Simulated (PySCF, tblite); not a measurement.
# C₃H₈FNSi: dynamics, then NMR shifts on frames, part 2 of 2

tblite 0.8.0 and PySCF 2.14.0. Atoms count from 0.

## Step 5: Nuclear shieldings: 625 fs, PBE0/pcSseg-1

The job: settings as JSON, then the geometry in Å.

```
{"job": {"kind": "nmr", "xc": "PBE0", "basis": "pcSseg-1", "pop": false}, "charge": 0, "multiplicity": 1}
C      0.491500     0.694400    -0.917200
C     -0.095400    -0.131200    -0.020800
C     -1.602000    -0.110100     0.196500
F     -2.165300    -1.370400     0.280800
Si     0.849500    -1.432600     1.057500
N      2.476700    -1.609600     0.579700
H     -0.151700     1.217800    -1.592100
H      1.584800     0.789400    -1.015800
H     -2.153200     0.485300    -0.598100
H     -1.851100     0.271300     1.209100
H      0.169700    -2.715000     0.892700
H      0.662100    -1.147300     2.529300
H      3.070100    -0.800600     0.758200
H      2.630400    -1.805300    -0.410600
```

Method: GIAO PBE0/pcSseg-1 NMR shielding, non-relativistic, gas phase.

Output:

```text
coarse grid: 11992 points
cycle   1  E = -562.6272901681  dE =  3.984e-01  |g| = 6.058e-01  |ddm| = 3.233e+00
cycle   2  E = -562.5817742093  dE =  4.552e-02  |g| = 8.122e-01  |ddm| = 1.007e+00
cycle   3  E = -562.6972553680  dE = -1.155e-01  |g| = 7.065e-02  |ddm| = 6.081e-01
cycle   4  E = -562.6981091076  dE = -8.537e-04  |g| = 3.487e-02  |ddm| = 8.685e-02
cycle   5  E = -562.6983889214  dE = -2.798e-04  |g| = 1.133e-02  |ddm| = 3.581e-02
cycle   6  E = -562.6984164283  dE = -2.751e-05  |g| = 4.006e-03  |ddm| = 1.055e-02
cycle   7  E = -562.6984207874  dE = -4.359e-06  |g| = 5.491e-04  |ddm| = 4.105e-03
final grid: 111128 points
cycle   8  E = -562.7367316375  dE = -2.436e-05  |g| = 8.227e-03  |ddm| = 1.915e-02
cycle   9  E = -562.7367219103  dE =  9.727e-06  |g| = 1.107e-02  |ddm| = 1.435e-02
cycle  10  E = -562.7367464400  dE = -2.453e-05  |g| = 8.710e-04  |ddm| = 7.823e-03
cycle  11  E = -562.7367465767  dE = -1.367e-07  |g| = 1.761e-04  |ddm| = 8.177e-04
cycle  12  E = -562.7367465820  dE = -5.287e-09  |g| = 4.852e-05  |ddm| = 1.667e-04
cycle  13  E = -562.7367465824  dE = -4.061e-10  |g| = 2.270e-05  |ddm| = 4.779e-05
converged SCF energy = -562.7367465824

GIAO shielding tensors (ppm)
atom      isotropic    diamagn.    paramagn.     s11        s22        s33       span
  0 C       50.149     255.421    -205.273    -73.728     63.990    160.184    233.913
  1 C       16.549     264.875    -248.326    -99.743     -2.612    152.003    251.745
  2 C       90.661     242.199    -151.538     56.107     82.794    133.082     76.975
  3 F      401.447     472.523     -71.076    370.122    384.993    449.226     79.105
  4 Si     393.467     880.605    -487.138    350.677    370.804    458.920    108.243
  5 N      266.299     319.674     -53.375    241.295    253.441    304.160     62.865
  6 H       25.466      32.548      -7.083     21.323     25.498     29.575      8.252
  7 H       25.398      32.629      -7.231     22.281     24.537     29.376      7.095
  8 H       25.786      28.686      -2.899     21.863     26.219     29.277      7.415
  9 H       25.683      29.283      -3.601     22.469     25.610     28.969      6.500
 10 H       26.684      29.342      -2.657     22.203     26.810     31.040      8.838
 11 H       26.086      28.430      -2.343     22.799     25.105     30.355      7.556
 12 H       31.333      31.151       0.183     24.824     26.609     42.567     17.743
 13 H       31.287      31.148       0.139     24.614     26.869     42.377     17.763
```

Wall time 12 s (1 thread of Arm Neoverse V1, shared host); peak memory 0.74 GiB.

This run: δ C1 170.4, C0 136.8, C2 96.3, F3 -230.5, H7 6.32, H6 6.25 ppm.

## Step 6: NMR shieldings: 800 fs, PBE0/pcSseg-1

The job: settings as JSON, then the geometry in Å.

```
{"job": {"kind": "nmr", "xc": "PBE0", "basis": "pcSseg-1", "pop": false}, "charge": 0, "multiplicity": 1}
C      0.600800     0.383400    -1.109200
C      0.017200    -0.177700    -0.061800
C     -1.488000    -0.084800     0.136400
F     -2.019200    -1.263700     0.535800
Si     0.771900    -1.300900     1.238700
N      2.455600    -1.476600     0.674000
H      0.026900     0.969500    -1.819900
H      1.612800     0.220200    -1.300000
H     -2.094100     0.153700    -0.725500
H     -1.662200     0.630400     0.987600
H      0.205500    -2.680300     1.426300
H      0.466500    -0.638200     2.446100
H      2.978500    -2.311000     0.866600
H      3.086100    -0.715400     0.802600
```

Level: GIAO PBE0/pcSseg-1 NMR shielding, non-relativistic, gas phase.

Output:

```text
coarse grid: 11992 points
cycle   1  E = -562.6211975439  dE =  5.446e-01  |g| = 6.075e-01  |ddm| = 3.270e+00
cycle   2  E = -562.5712635509  dE =  4.993e-02  |g| = 8.073e-01  |ddm| = 1.111e+00
cycle   3  E = -562.6921552209  dE = -1.209e-01  |g| = 6.966e-02  |ddm| = 6.953e-01
cycle   4  E = -562.6930248860  dE = -8.697e-04  |g| = 3.574e-02  |ddm| = 9.111e-02
cycle   5  E = -562.6933229241  dE = -2.980e-04  |g| = 1.001e-02  |ddm| = 3.438e-02
cycle   6  E = -562.6933436199  dE = -2.070e-05  |g| = 3.769e-03  |ddm| = 9.497e-03
cycle   7  E = -562.6933473273  dE = -3.707e-06  |g| = 4.210e-04  |ddm| = 3.577e-03
final grid: 111128 points
cycle   8  E = -562.7317585418  dE = -2.686e-05  |g| = 7.640e-03  |ddm| = 2.075e-02
cycle   9  E = -562.7317507713  dE =  7.770e-06  |g| = 9.925e-03  |ddm| = 1.411e-02
cycle  10  E = -562.7317718859  dE = -2.111e-05  |g| = 9.413e-04  |ddm| = 8.057e-03
cycle  11  E = -562.7317720561  dE = -1.703e-07  |g| = 1.615e-04  |ddm| = 9.033e-04
cycle  12  E = -562.7317720611  dE = -4.963e-09  |g| = 4.479e-05  |ddm| = 1.712e-04
cycle  13  E = -562.7317720615  dE = -3.806e-10  |g| = 2.055e-05  |ddm| = 5.533e-05
converged SCF energy = -562.7317720615

GIAO shielding tensors (ppm)
atom      isotropic    diamagn.    paramagn.     s11        s22        s33       span
  0 C       55.106     253.688    -198.582    -64.192     59.433    170.076    234.268
  1 C       28.509     262.698    -234.189    -75.548     12.911    148.164    223.712
  2 C       95.845     242.518    -146.673     59.502     86.624    141.408     81.906
  3 F      414.543     472.767     -58.224    377.176    395.408    471.044     93.869
  4 Si     393.789     879.729    -485.940    343.042    368.492    469.833    126.790
  5 N      271.089     314.336     -43.247    239.224    269.820    304.222     64.998
  6 H       25.421      31.362      -5.941     22.168     24.939     29.155      6.987
  7 H       26.041      32.769      -6.728     22.783     24.776     30.564      7.781
  8 H       26.558      30.217      -3.660     21.995     26.477     31.201      9.207
  9 H       25.731      28.800      -3.069     22.391     25.990     28.812      6.421
 10 H       26.161      28.332      -2.171     22.384     25.932     30.166      7.782
 11 H       27.204      30.334      -3.130     23.399     26.210     32.003      8.604
 12 H       31.632      28.453       3.178     24.142     26.536     44.217     20.075
 13 H       32.196      31.625       0.571     24.791     27.823     43.974     19.183
```

Run time: 12 s. Hardware: 1 thread of Arm Neoverse V1, shared host; peak memory 0.74 GiB.

Key values: δ C1 158.4, C0 131.8, C2 91.1, F3 -243.6, H6 6.30, H9 5.99 ppm.

## Step 7: Shielding tensors: 1000 fs, PBE0/pcSseg-1

The job: settings as JSON, then the geometry in Å.

```
{"job": {"kind": "nmr", "xc": "PBE0", "basis": "pcSseg-1", "pop": false}, "charge": 0, "multiplicity": 1}
C      0.524400     0.710100    -0.744800
C     -0.131400    -0.247600    -0.105900
C     -1.582500    -0.183200     0.208400
F     -2.069100    -1.196400     1.021900
Si     0.899300    -1.657200     0.679400
N      2.533600    -1.106300     0.822300
H      0.128700     1.627200    -1.080800
H      1.615600     0.668100    -0.828100
H     -2.320700    -0.336200    -0.578500
H     -1.858400     0.797600     0.659500
H      0.987500    -2.800700    -0.223800
H      0.456500    -2.095900     1.993600
H      3.296200    -1.760900     0.844300
H      2.748000    -0.454500     1.547000
```

With the program's defaults for keys left out, this is: GIAO PBE0/pcSseg-1 NMR shielding, non-relativistic, gas phase.

Output:

```text
coarse grid: 11992 points
cycle   1  E = -562.6176416841  dE =  5.360e-01  |g| = 6.219e-01  |ddm| = 3.272e+00
cycle   2  E = -562.5650475721  dE =  5.259e-02  |g| = 8.358e-01  |ddm| = 1.103e+00
cycle   3  E = -562.6909791104  dE = -1.259e-01  |g| = 7.348e-02  |ddm| = 6.782e-01
cycle   4  E = -562.6918625760  dE = -8.835e-04  |g| = 4.100e-02  |ddm| = 9.233e-02
cycle   5  E = -562.6922667550  dE = -4.042e-04  |g| = 1.029e-02  |ddm| = 3.907e-02
cycle   6  E = -562.6922893609  dE = -2.261e-05  |g| = 3.478e-03  |ddm| = 1.032e-02
cycle   7  E = -562.6922925894  dE = -3.228e-06  |g| = 4.684e-04  |ddm| = 3.659e-03
final grid: 111128 points
cycle   8  E = -562.7316222364  dE = -2.504e-05  |g| = 8.643e-03  |ddm| = 2.039e-02
cycle   9  E = -562.7316108807  dE =  1.136e-05  |g| = 1.167e-02  |ddm| = 1.598e-02
cycle  10  E = -562.7316386083  dE = -2.773e-05  |g| = 9.572e-04  |ddm| = 9.043e-03
cycle  11  E = -562.7316387656  dE = -1.573e-07  |g| = 2.101e-04  |ddm| = 8.665e-04
cycle  12  E = -562.7316387722  dE = -6.561e-09  |g| = 9.186e-05  |ddm| = 2.175e-04
cycle  13  E = -562.7316387742  dE = -1.979e-09  |g| = 2.742e-05  |ddm| = 1.033e-04
cycle  14  E = -562.7316387743  dE = -1.751e-10  |g| = 6.627e-06  |ddm| = 2.544e-05
converged SCF energy = -562.7316387743

GIAO shielding tensors (ppm)
atom      isotropic    diamagn.    paramagn.     s11        s22        s33       span
  0 C       55.390     254.521    -199.131    -59.429     46.549    179.050    238.479
  1 C       34.514     262.021    -227.506    -65.971     21.877    147.638    213.609
  2 C       97.149     238.696    -141.547     56.020     83.680    151.746     95.726
  3 F      419.704     471.892     -52.188    363.993    407.550    487.569    123.576
  4 Si     396.653     879.125    -482.471    354.215    397.423    438.322     84.107
  5 N      264.587     313.685     -49.098    231.780    258.946    303.036     71.257
  6 H       26.002      32.457      -6.455     23.287     25.866     28.854      5.567
  7 H       24.985      31.029      -6.044     22.324     23.473     29.158      6.834
  8 H       25.453      28.360      -2.907     20.221     25.642     30.495     10.274
  9 H       25.855      28.139      -2.284     21.445     27.154     28.967      7.521
 10 H       26.793      28.562      -1.769     23.466     25.451     31.461      7.995
 11 H       26.459      28.875      -2.416     21.560     26.265     31.552      9.992
 12 H       31.644      28.332       3.312     24.284     26.757     43.891     19.607
 13 H       32.694      31.676       1.018     25.083     28.767     44.233     19.149
```

Wall time 12 s (1 thread of Arm Neoverse V1, shared host); peak memory 0.74 GiB.

Key values: δ C1 152.4, C0 131.5, C2 89.8, F3 -248.8, H7 6.73, H8 6.26 ppm.

## Step 8: Run by run: NMR shifts

Shifts (ppm) of some atoms, chosen among heavy atoms and hydrogens apart, with basis size and wall time:

```
  frame     C1     C0    H7   H11      F3    Si4    N5  functions  time
 250 fs  156.7  130.4  4.95  4.90  -230.7  -47.6  -4.5        149  19 s
 425 fs  163.6  129.6  5.54  6.21  -241.1  -38.0   2.0        149  13 s
 625 fs  170.4  136.8  6.32  5.63  -230.5  -44.3   1.4        149  12 s
 800 fs  158.4  131.8  5.68  4.51  -243.6  -44.6  -3.4        149  12 s
1000 fs  152.4  131.5  6.73  5.26  -248.8  -47.5   3.1        149  12 s
```

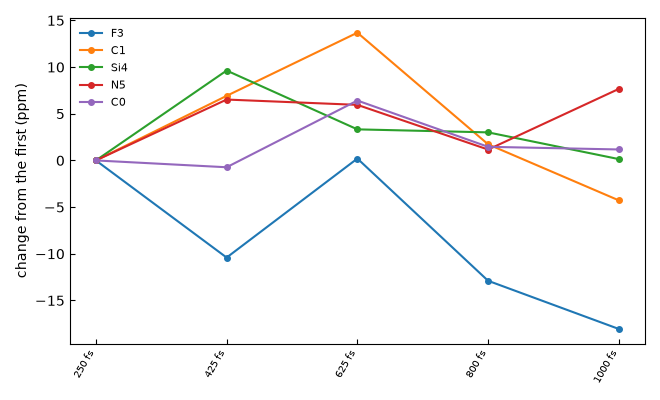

How five of the tabulated atoms move from run to run.

## Step 9: What came out

This closing draws on all 2 parts.

| quantity | value |
| --- | --- |
| thermostat | 200 K |
| mean temperature, second half | 214 K |
| mean potential energy above the minimum | 0.38 eV |
| 13C shifts against TMS (PBE0/pcSseg-1, 250 fs) | 156.7, 130.4, 90.0 ppm |
| 1H shifts against TMS (PBE0/pcSseg-1, 250 fs) | 6.36, 5.02, 4.95, 4.90, 4.66, 4.47, -0.62, -0.67 ppm |
| 19F shifts against CFCl3 (PBE0/pcSseg-1, 250 fs) | -230.7 ppm |
| 29Si shifts against TMS (PBE0/pcSseg-1, 250 fs) | -47.6 ppm |
| 15N shifts against NH3 (PBE0/pcSseg-1, 250 fs) | -4.5 ppm |
| surface potential, 1st and 99th percentile | -1.17 V and 1.52 V |
| range of the shift of F3 | -248.8 to -230.5 ppm |

**Reading.** In the second half the potential energy averages 0.38 eV above the minimum; equipartition over 36 harmonic modes at 200 K would give 0.31 eV. With 14 atoms the temperature swings widely (83 to 340 K). Shifts at one fixed geometry are not the observed spectrum, which averages over the motion. In the first frame run (250 fs): The largest span, 235 ppm, is at C1, where the paramagnetic term is -234 ppm. At PBE0/pcSseg-1, counted by nearest atom on the grid, the HOMO lies on N5 57 %; H11 12 %, the LUMO on C0, C1 about 28 % each; H6, H7 about 8 % each. In ppm, F3 moves most: its shift spreads over 18.3 ppm, from -248.8 (1000 fs) to -230.5 (625 fs).
